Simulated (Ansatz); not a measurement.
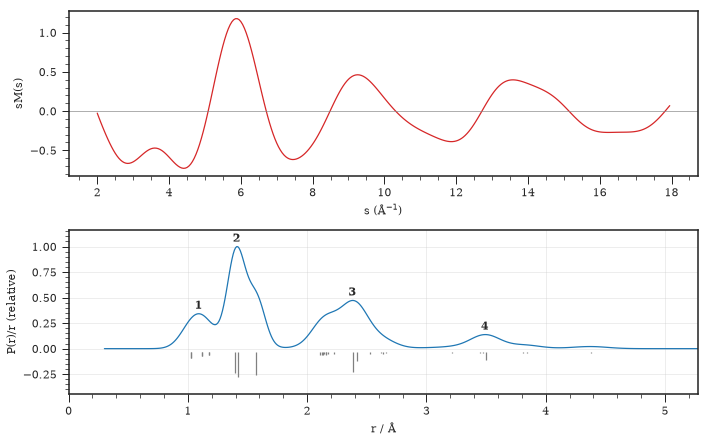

Simulated gas electron diffraction: reduced molecular intensity sM(s) from the Debye equation in the first Born approximation (top) and the radial distribution curve (bottom) of CH₆BO₂ (charge +1, ignored in the scattering factors). Each pair of atoms contributes with weight ZᵢZⱼ/r (bars below the curve); damping constant 0.0015 Å²; vibrational amplitudes assumed, not computed: 0.05 Å for bonds, 0.078 Å for bonds to H, 0.06 + 0.015 r up to 0.15 Å for other pairs. The geometry is the end point of an optimisation (Ansatz, UKS B3LYP-D4/STO-3G); it may be a saddle point or a higher isomer.

> Which pairs of atoms lie under the numbered peaks? Mark bonded pairs by – and others by ···.

Peak 1, 1.09 Å: O–H 1.03 Å (×2), C–H 1.12 Å (×2), B–H 1.17–1.18 Å (×2), not resolved
Peak 2, 1.41 Å: O–B 1.39 Å, O–C 1.42–1.57 Å (×2), not resolved
Peak 3, 2.38 Å: O···H 2.13–2.63 Å (×6), O···O 2.38 Å, C···B 2.41 Å, not resolved
Peak 4, 3.49 Å: C···H 3.45 Å, B···H 3.47 Å, O···B 3.50 Å, not resolved; in its flanks B···H 3.21–3.81 Å, O···H 3.84 Å
